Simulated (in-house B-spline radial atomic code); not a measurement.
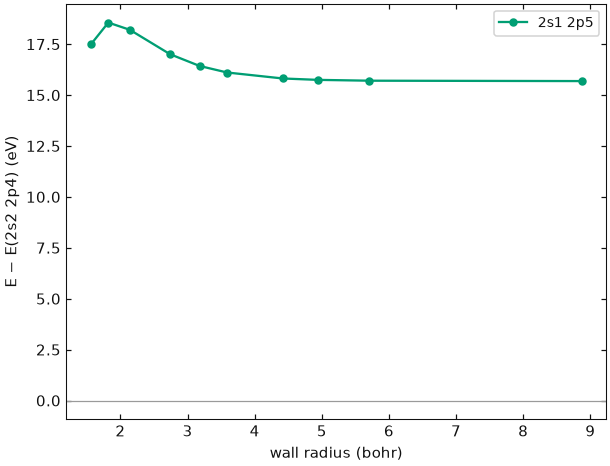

System: a free O atom, configuration [He] 2s2 2p4 (high spin). It is put inside a hard spherical wall of varying radius. Computed with an in-house B-spline radial code: non-relativistic r2SCAN, spin-polarised, spherical fractional occupations, point nucleus, hard spherical wall, basis-set limit. The plot shows the energy of another filling against the starting one at the same radius.

### Does confinement change the order of these fillings?

Against 2s2 2p4: 2s1 2p5 lies 15.7 eV above it at 8.87 bohr and never crosses it, ending at 17.5 eV at 1.56 bohr. At the tightest wall the lowest of the fillings run is 2s2 2p4; others weren't tried.
